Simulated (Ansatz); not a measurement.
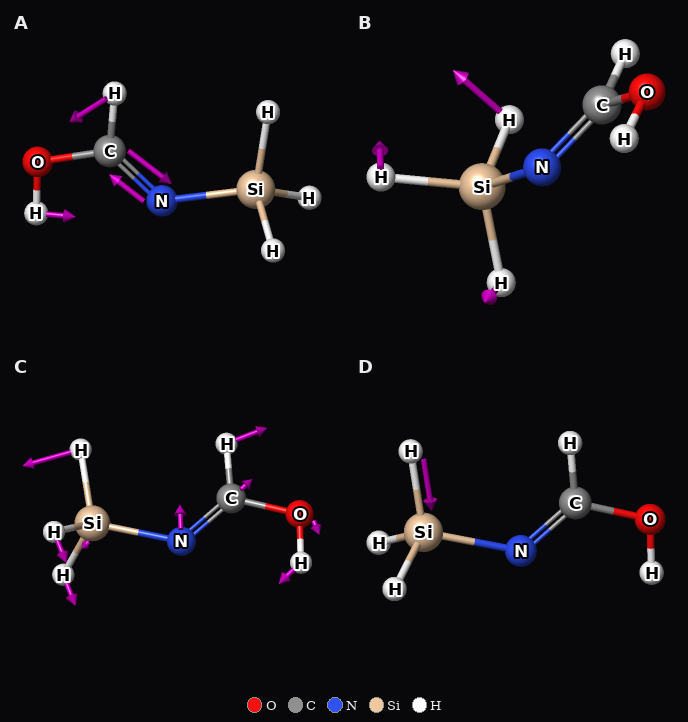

4 normal modes of one molecule or complex, as arrows. Harmonic vibrations computed with RKS PBE0-D4/def2-TZVP (Ansatz 0.2.0) at a stationary point of the same level.

### Match the panels to the wavenumbers 177 cm⁻¹, 943 cm⁻¹, 1773 cm⁻¹, 2182 cm⁻¹.

A: 1773 cm⁻¹
B: 943 cm⁻¹, H–Si–H bending
C: 177 cm⁻¹
D: 2182 cm⁻¹, Si–H stretching
